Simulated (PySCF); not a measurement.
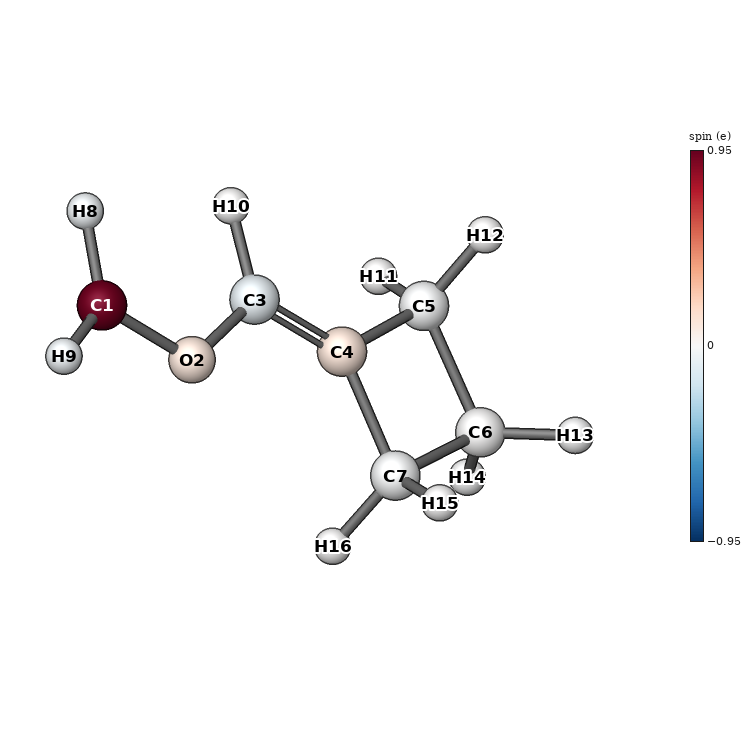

Atoms are coloured by their Mulliken spin populations. State: neutral, doublet. The geometry was computed by an optimisation with GFN2-xTB. No frequency run is at hand to confirm it as a minimum. Level of theory: UKS B3LYP, pcH-1 on C H O, non-relativistic (PySCF 2.14.0).

Q: Which atom carries the largest spin population?

A: C1 (0.92 e).

Q: Which atom has the lowest spin population?

A: C3 (−0.07 e); a negative value comes from spin polarisation.

Give the Mulliken spin populations atom by atom.

```
atom  value (e)
  C1       0.92
  O2       0.11
  C3      −0.07
  C4       0.12
  C5      −0.01
  C6       0.00
  C7      −0.01
  H8      −0.04
  H9      −0.04
 H10       0.00
 H11       0.01
 H12       0.01
 H13       0.00
 H14       0.00
 H15       0.01
 H16       0.01
```

Mulliken values depend strongly on the basis set.
